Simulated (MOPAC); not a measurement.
## SiBrCl₂F (charge −1): geometry relaxation (part 1 of 2)

The run: geometry relaxation of SiBrCl₂F, charge −1, multiplicity 2. Method and program: MNDOD, unrestricted, COSMO solvent methanol (MOPAC 23.2.5).

The starting geometry was optimised with MNDOD.

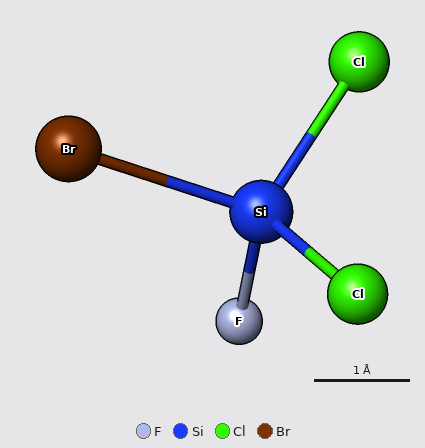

Figure 1. The starting structure (ball-and-stick view, seen at a tilt). Bond lengths as drawn: Br–Si 2.24 Å, Cl–Si 2.04 Å and F–Si 1.69 Å.

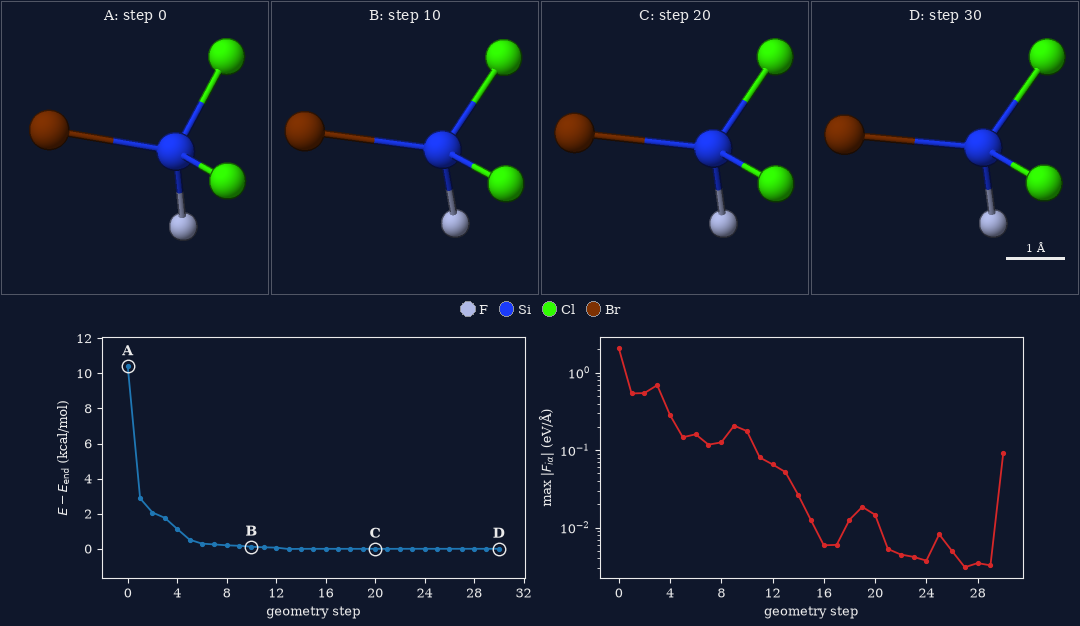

Figure 2. Frames of the relaxation (ball-and-stick view, seen at a tilt) above the curves, on which the letters mark them (steps are counted from 0).

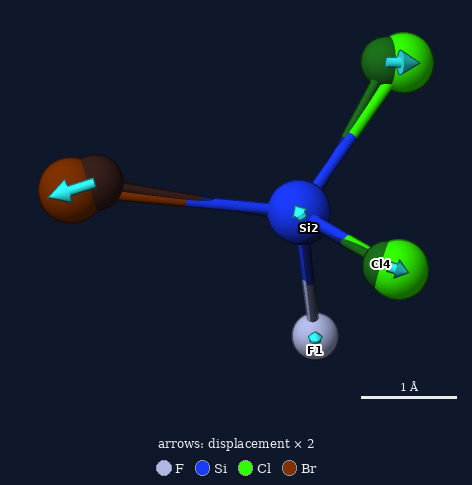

Figure 3. Start (faint) and end (solid) with the displacements as teal arrows, magnified 2 times (ball-and-stick view, seen at a tilt). The two geometries are laid on each other by the best rigid fit. Br5 moves most after the best rigid fit: 0.27 Å. Largest moves by element: Br 0.27 Å, Cl 0.19 Å, Si 0.08 Å, F 0.06 Å. Distances before and after: Si2–Br5 2.240 → 2.425 Å, Si2–Cl3 2.043 → 2.129 Å, F1–Si2 1.686 → 1.695 Å. Among the angles that change: Cl3–Si2–Br5 110.2° → 119.9°, F1–Si2–Cl3 108.7° → 104.1°, Cl4–Si2–Br5 110.2° → 114.5°. After 30 geometry steps the energy has fallen by 10.4 kcal/mol. Largest force component: 2.1 eV/Å at the start, 0.092 eV/Å at the end. (Atoms are counted from 1 in the order of the input.)

The input and output of the run follow.

### The input (calc.mop)
```
MNDOD CYCLES=200 GNORM=0.1 EF CHARGE=-1 EPS=32.6 UHF AUX(PRECISION=6) THREADS=1
BrCl2FSi

F      1.066440 1    -0.924317 1     1.073611 1
Si    -0.013125 1    -0.088538 1     0.083928 1
Cl    -1.641590 1     0.446828 1     1.196097 1
Cl    -0.532472 1    -1.289045 1    -1.485369 1
Br     1.051380 1     1.736911 1    -0.657973 1
```

Command:
```bash
mopac calc.mop
```

### Log
```
MOPAC v23.2.5
MNDOD CALCULATION RESULTS

 *  MNDOD      - The MNDOD Hamiltonian to be used
 *  UHF        - UNRESTRICTED HARTREE-FOCK CALCULATION
 *
 *
 *
 *                 CHARGE ON SYSTEM = -1
 *
 *
 *
 *  EPS=32.6   - USE COSMO IMPLICIT SOLVATION MODEL
 *  EF         - USE EF ROUTINE FOR MINIMUM SEARCH
 *  THREADS=1  - MULTI-THREADING NOT USED
 *  CYCLES=    - DO A MAXIMUM OF 200 STEPS
 *  GNORM      - EXIT WHEN GRADIENT NORM DROPS BELOW 0.100
 *  AUX        - OUTPUT AUXILIARY INFORMATION
MNDOD CYCLES=200 GNORM=0.1 EF CHARGE=-1 EPS=32.6 UHF AUX(PRECISION=6) THREADS=1
 BrCl2FSi

   ATOM   CHEMICAL          X               Y               Z
  NUMBER   SYMBOL      (ANGSTROMS)     (ANGSTROMS)     (ANGSTROMS)

     1       F          1.06644000  *  -0.92431700  *   1.07361100  *
     2      Si         -0.01312500  *  -0.08853800  *   0.08392800  *
     3      Cl         -1.64159000  *   0.44682800  *   1.19609700  *
     4      Cl         -0.53247200  *  -1.28904500  *  -1.48536900  *
     5      Br          1.05138000  *   1.73691100  *  -0.65797300  *

          CARTESIAN COORDINATES

    NO.       ATOM           X           Y           Z

     1         F          1.0664     -0.9243      1.0736
     2        Si         -0.0131     -0.0885      0.0839
     3        Cl         -1.6416      0.4468      1.1961
     4        Cl         -0.5325     -1.2890     -1.4854
     5        Br          1.0514      1.7369     -0.6580

           Empirical Formula: F Si Cl2 Br  =     5 atoms

      MOLECULAR POINT GROUP   :   Cs

          UHF CALCULATION, NO. OF ALPHA ELECTRONS =   17
                           NO. OF BETA  ELECTRONS =   16

          Geometry optimization using EF

          DIAGONAL MATRIX USED AS START HESSIAN

 CYCLE:     1 TIME:   0.031 TIME LEFT:  2.00D  GRAD.:    91.767 HEAT: -279.2778
 CYCLE:     2 TIME:   0.023 TIME LEFT:  2.00D  GRAD.:    27.861 HEAT: -286.8046
 CYCLE:     3 TIME:   0.016 TIME LEFT:  2.00D  GRAD.:    23.787 HEAT: -287.6117
 CYCLE:     4 TIME:   0.031 TIME LEFT:  2.00D  GRAD.:    26.741 HEAT: -287.9170
 CYCLE:     5 TIME:   0.016 TIME LEFT:  2.00D  GRAD.:    12.449 HEAT: -288.5494
 CYCLE:     6 TIME:   0.016 TIME LEFT:  2.00D  GRAD.:     7.432 HEAT: -289.1601
 CYCLE:     7 TIME:   0.023 TIME LEFT:  2.00D  GRAD.:     6.041 HEAT: -289.3852
 CYCLE:     8 TIME:   0.008 TIME LEFT:  2.00D  GRAD.:     3.700 HEAT: -289.4317
 CYCLE:     9 TIME:   0.016 TIME LEFT:  2.00D  GRAD.:     4.854 HEAT: -289.4814
 CYCLE:    10 TIME:   0.016 TIME LEFT:  2.00D  GRAD.:     6.856 HEAT: -289.5079
 CYCLE:    11 TIME:   0.016 TIME LEFT:  2.00D  GRAD.:     5.652 HEAT: -289.5615
 CYCLE:    12 TIME:   0.016 TIME LEFT:  2.00D  GRAD.:     2.771 HEAT: -289.5955
 CYCLE:    13 TIME:   0.016 TIME LEFT:  2.00D  GRAD.:     2.606 HEAT: -289.6122
 CYCLE:    14 TIME:   0.008 TIME LEFT:  2.00D  GRAD.:     2.094 HEAT: -289.6913
 CYCLE:    15 TIME:   0.016 TIME LEFT:  2.00D  GRAD.:     1.057 HEAT: -289.6827
 CYCLE:    16 TIME:   0.023 TIME LEFT:  2.00D  GRAD.:     0.444 HEAT: -289.6811
 CYCLE:    17 TIME:   0.016 TIME LEFT:  2.00D  GRAD.:     0.239 HEAT: -289.6819
 CYCLE:    18 TIME:   0.016 TIME LEFT:  2.00D  GRAD.:     0.231 HEAT: -289.6819
 CYCLE:    19 TIME:   0.016 TIME LEFT:  2.00D  GRAD.:     0.473 HEAT: -289.6810
 CYCLE:    20 TIME:   0.016 TIME LEFT:  2.00D  GRAD.:     0.706 HEAT: -289.6832
 CYCLE:    21 TIME:   0.016 TIME LEFT:  2.00D  GRAD.:     0.636 HEAT: -289.6801
 CYCLE:    22 TIME:   0.016 TIME LEFT:  2.00D  GRAD.:     0.207 HEAT: -289.6835
 CYCLE:    23 TIME:   0.016 TIME LEFT:  2.00D  GRAD.:     0.174 HEAT: -289.6800
 CYCLE:    24 TIME:   0.016 TIME LEFT:  2.00D  GRAD.:     0.186 HEAT: -289.6799
 CYCLE:    25 TIME:   0.016 TIME LEFT:  2.00D  GRAD.:     0.182 HEAT: -289.6798
 CYCLE:    26 TIME:   0.008 TIME LEFT:  2.00D  GRAD.:     0.313 HEAT: -289.6808
 CYCLE:    27 TIME:   0.016 TIME LEFT:  2.00D  GRAD.:     0.194 HEAT: -289.6798
 CYCLE:    28 TIME:   0.016 TIME LEFT:  2.00D  GRAD.:     0.121 HEAT: -289.6796
 CYCLE:    29 TIME:   0.016 TIME LEFT:  2.00D  GRAD.:     0.134 HEAT: -289.6799
 CYCLE:    30 TIME:   0.016 TIME LEFT:  2.00D  GRAD.:     0.116 HEAT: -289.6800
 CYCLE:    31 TIME:   0.039 TIME LEFT:  2.00D  GRAD.:     2.705 HEAT: -289.6803

 HEAT OF FORMATION IS ESSENTIALLY STATIONARY

 -------------------------------------------------------------------------------
 MNDOD CYCLES=200 GNORM=0.1 EF CHARGE=-1 EPS=32.6 UHF AUX(PRECISION=6) THREADS=1
 BrCl2FSi

     GEOMETRY OPTIMISED USING EIGENVECTOR FOLLOWING (EF).
     SCF FIELD WAS ACHIEVED

                              MNDOD CALCULATION

          FINAL HEAT OF FORMATION =       -289.68035 KCAL/MOL =   -1212.02258 KJ/MOL
          VAN DER WAALS AREA      =        145.35 SQUARE ANGSTROMS

          DIELECTRIC ENERGY       =         -2.16194 EV
          COSMO AREA              =        145.35 SQUARE ANGSTROMS
          COSMO VOLUME            =        139.83 CUBIC ANGSTROMS

          GRADIENT NORM           =          2.70468          =       1.20957 PER ATOM
          IONIZATION POTENTIAL    =          7.551450 EV
          ALPHA SOMO LUMO (EV)    =         -7.551  1.269
          BETA  SOMO LUMO (EV)    =        -10.541 -0.050
          NO. OF ALPHA ELECTRONS  =         17
          NO. OF BETA  ELECTRONS  =         16
          MOLECULAR WEIGHT        =        197.8939         POINT GROUP:  C1

          MOLECULAR DIMENSIONS (Angstroms)

            Atom       Atom       Distance
           Br     5   Cl     3     3.94351
           Cl     4   Cl     3     3.04704
            F     1   Cl     4     2.23893

          SCF CALCULATIONS        =         35

          WALL-CLOCK TIME         =      0.563 SECONDS
          COMPUTATION TIME        =      0.458 SECONDS

       FINAL  POINT  AND  DERIVATIVES

   PARAMETER     ATOM    TYPE            VALUE        GRADIENT
      1          1  F    CARTESIAN X     1.010787     -0.063541  KCAL/ANGSTROM
      2          1  F    CARTESIAN Y    -0.891673      0.197834  KCAL/ANGSTROM
      3          1  F    CARTESIAN Z     1.047062     -0.440671  KCAL/ANGSTROM
      4          2 Si    CARTESIAN X    -0.061836     -0.208761  KCAL/ANGSTROM
      5          2 Si    CARTESIAN Y    -0.025341      0.665587  KCAL/ANGSTROM
      6          2 Si    CARTESIAN Z     0.061854      2.129609  KCAL/ANGSTROM
      7          3 Cl    CARTESIAN X    -1.766132      0.188372  KCAL/ANGSTROM
      8          3 Cl    CARTESIAN Y     0.287974     -0.135861  KCAL/ANGSTROM
      9          3 Cl    CARTESIAN Z     1.298628     -0.308894  KCAL/ANGSTROM
     10          4 Cl    CARTESIAN X    -0.593707     -0.182049  KCAL/ANGSTROM
     11          4 Cl    CARTESIAN Y    -1.414559     -0.673590  KCAL/ANGSTROM
     12          4 Cl    CARTESIAN Z    -1.462914     -1.133835  KCAL/ANGSTROM
     13          5 Br    CARTESIAN X     1.231142      0.265979  KCAL/ANGSTROM
     14          5 Br    CARTESIAN Y     1.872945     -0.053969  KCAL/ANGSTROM
     15          5 Br    CARTESIAN Z    -0.715194     -0.246209  KCAL/ANGSTROM

   ATOM   CHEMICAL          X               Y               Z
  NUMBER   SYMBOL      (ANGSTROMS)     (ANGSTROMS)     (ANGSTROMS)

     1       F          1.01078697  *  -0.89167269  *   1.04706223  *
     2      Si         -0.06183595  *  -0.02534050  *   0.06185448  *
     3      Cl         -1.76613156  *   0.28797358  *   1.29862802  *
     4      Cl         -0.59370665  *  -1.41455934  *  -1.46291431  *
     5      Br          1.23114249  *   1.87294483  *  -0.71519437  *

                             CARTESIAN COORDINATES

   1    F        1.010786972    -0.891672689     1.047062228
   2   Si       -0.061835947    -0.025340503     0.061854477
   3   Cl       -1.766131563     0.287973581     1.298628020
   4   Cl       -0.593706652    -1.414559338    -1.462914315
   5   Br        1.231142494     1.872944827    -0.715194370

           Empirical Formula: F Si Cl2 Br  =     5 atoms

      MOLECULAR POINT GROUP   :   C1

          ALPHA EIGENVALUES
 -44.43669 -20.40421 -19.70119 -18.83660 -17.24624 -16.35647 -16.33167 -14.90657
 -13.55279 -13.07822 -12.25912 -12.09860 -11.94525 -11.61853 -10.71787 -10.66624
  -7.55145   1.26887   1.36166   2.74201  13.02722  13.09247  13.15593  13.24199
  15.08530  19.34535  19.44849  19.58187  19.58529  19.71780  19.73938  19.77457
  19.84789  20.02893  20.03566  35.46656  35.54640  35.58423  35.94926  35.95055

           BETA EIGENVALUES
 -44.34451 -19.85704 -19.26942 -18.58981 -17.04176 -16.31929 -16.29170 -14.42337
 -13.35823 -12.87127 -12.12656 -12.03235 -11.61338 -11.55463 -10.58539 -10.54125
  -0.05006   1.91867   2.06529   3.34767  13.34330  13.46160  13.55703  13.71233
  15.41186  19.58448  19.61920  19.68831  19.77269  19.82076  19.84991  19.89174
  19.96113  20.06668  20.09338  35.81442  35.84957  35.86247  35.99839  35.99864

              NET ATOMIC CHARGES AND DIPOLE CONTRIBUTIONS
```
